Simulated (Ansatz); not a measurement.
# BCCD(T)/def2-SVPD (core potential) run of SnH2Cl2 (SMILES [Cl][SnH2][Cl])

What is the vertical electron affinity of SnH2Cl2 at BCCD(T)/def2-SVPD (core potential)? 

Program for the calculation: Ansatz 0.2.0.

54 further runs of the same task are left out: 54 set aside as unsound or not needed.

## 1. Starting point

SnH2Cl2 has 5 atoms, charge 0, and is taken as a singlet. As SMILES, `[Cl][SnH2][Cl]`. The shape is that of a PBE0-D4/def2-TZVP optimisation.

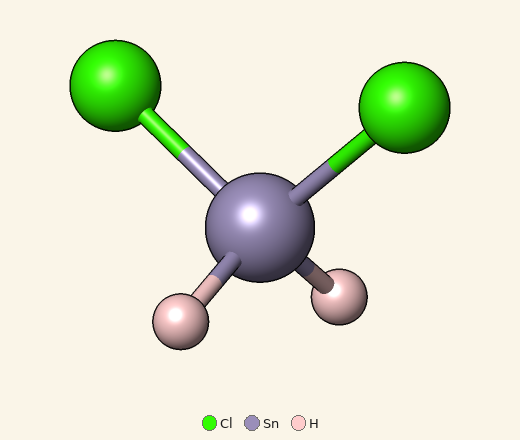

Viewed from a chosen angle; chlorine green, tin purple, hydrogen pink.

## 2. The energy at BCCD(T)/def2-SVPD (core potential)

Contents of in.yaml:

```yaml
crystal:
  periodic: [false, false, false]
  atoms:
    - {symbol: Cl, position_ang: [-1.795300, -0.326200, 1.206500]}
    - {symbol: Sn, position_ang: [0.192400, -0.102900, 0.038600]}
    - {symbol: Cl, position_ang: [-0.250400, 1.295500, -1.753900]}
    - {symbol: H, position_ang: [0.602200, -1.626300, -0.582100]}
    - {symbol: H, position_ang: [1.301000, 0.686300, 1.049400]}
basis:
  gaussian: {orbitals: def2-SVPD}
correlation: {method: bccd_t, frozen_orbitals: {Cl: 5, H: 0, Sn: 4}}
accuracy: high
scf: {omitted_lower_state_checks: [cluster_reference, increment]}
```

The run is started by

```sh
$ ansatz run in.yaml --threads 1 --pin off --max-ram 3480MiB --events-out events.jsonl --progress --plain --runs-dir runs
```

Log (excerpt; [...] marks lines left out):

```text
Warning: RAYON_NUM_THREADS=1 ignored (pool sized by the plan → 1); use --threads N
Functional definition: HF
  name "HF"
[...]
2112 factors; integrals over basis functions are off by at most 3.7e-9 eV
[...]
mean field -30839.00196921 eV, -1133.3124189421 hartree, gradient 2.4e-8 eV, S^2 0.000000; 0 other end points of the search recorded, 0 dependent functions left out
14 core orbitals not correlated: weight in the atoms' cores, before any rotation towards them, 1.000 or more for the frozen orbitals, at most 0.000 for the correlated occupied ones
reference -30839.00196921 eV, -1133.3124189421 hartree; 15, 15 occupied and 73, 73 virtual orbitals, 2112 factors
second order -11.09068228 eV of doubles, -0.00000000 eV of singles
cycle   1  -11.83960680 eV  change   -7.5e-1 eV  update   7.3e-2
[...]
cycle  20  -12.13535931 eV  change    1.5e-9 eV  update   2.7e-9
perturbative correction -0.34827670 eV, -0.0127989326 hartree
Total energy: -30851.48560522 eV, -1133.7711841039 hartree
Checks for a lower state left out: cluster_reference, increment
```

It took 36 s on 1 thread of Arm Neoverse V2, shared host; peak memory 0.94 GiB.

## 3. The doublet anion

Contents of input.yaml:

```yaml
crystal:
  periodic: [false, false, false]
  atoms:
    - {symbol: Cl, position_ang: [-1.795300, -0.326200, 1.206500]}
    - {symbol: Sn, position_ang: [0.192400, -0.102900, 0.038600]}
    - {symbol: Cl, position_ang: [-0.250400, 1.295500, -1.753900]}
    - {symbol: H, position_ang: [0.602200, -1.626300, -0.582100]}
    - {symbol: H, position_ang: [1.301000, 0.686300, 1.049400]}
basis:
  gaussian: {orbitals: def2-SVPD}
total_charge: -1
magnetization: {spin_polarized: true, initial_magnetization: 1}
correlation: {method: bccd_t, frozen_orbitals: {Cl: 5, H: 0, Sn: 4}}
accuracy: high
scf: {omitted_lower_state_checks: [cluster_reference, increment]}
```

The run is started by

```sh
$ ansatz run input.yaml --threads 1 --pin off --max-ram 3480MiB --events-out events.jsonl --progress --plain --runs-dir runs
```

Log (excerpt; [...] marks lines left out):

```text
Warning: RAYON_NUM_THREADS=1 ignored (pool sized by the plan → 1); use --threads N
[... 2 set-up lines as earlier in the session ...]
[...]
2113 factors; integrals over basis functions are off by at most 3.7e-9 eV
[...]
mean field -30837.78896372 eV, -1133.2678418128 hartree, gradient 2.3e-8 eV, S^2 0.755489; 12 other end points of the search recorded, 0 dependent functions left out
14 core orbitals not correlated: weight in the atoms' cores, before any rotation towards them, 1.000 or more for the frozen orbitals, at most 0.000 for the correlated occupied ones
reference -30837.78896372 eV, -1133.2678418128 hartree; 16, 15 occupied and 72, 73 virtual orbitals, 2113 factors
second order -11.64569395 eV of doubles, -0.00000000 eV of singles
cycle   1  -12.35150117 eV  change   -7.1e-1 eV  update   8.7e-2
[...]
cycle  33  -12.68831211 eV  change  -5.6e-11 eV  update   3.1e-9
perturbative correction -0.40396563 eV, -0.0148454631 hartree
Total energy: -30850.88124147 eV, -1133.7489741456 hartree
Checks for a lower state left out: cluster_reference, increment
```

Wall time 3.4 min (1 thread of Arm Neoverse V2, shared host); peak memory 2 GiB.

## 4. Outcome

At BCCD(T)/def2-SVPD (core potential), 14 core orbitals frozen:

```
                                                     quantity           value
                                singlet SnH2Cl2: total energy  -1133.77118 Eh
singlet SnH2Cl2: correlation energy (14 core orbitals frozen)      -458.8 mEh
                              singlet SnH2Cl2: (T) correction      -12.80 mEh
                                  doublet anion: total energy  -1133.74897 Eh
  doublet anion: correlation energy (14 core orbitals frozen)      -481.1 mEh
                                doublet anion: (T) correction      -14.85 mEh
             doublet anion: ⟨S²⟩ of the reference determinant           0.755
            vertical electron affinity (to the doublet anion)       -0.604 eV
```

The anion lies 0.60 eV (13.9 kcal/mol) above the neutral: the electron isn't bound at this level, and such a value depends on the basis. The triples (singlet SnH2Cl2) make up 2.8 % of the correlation energy. The triples (doublet anion) make up 3.1 % of the correlation energy.
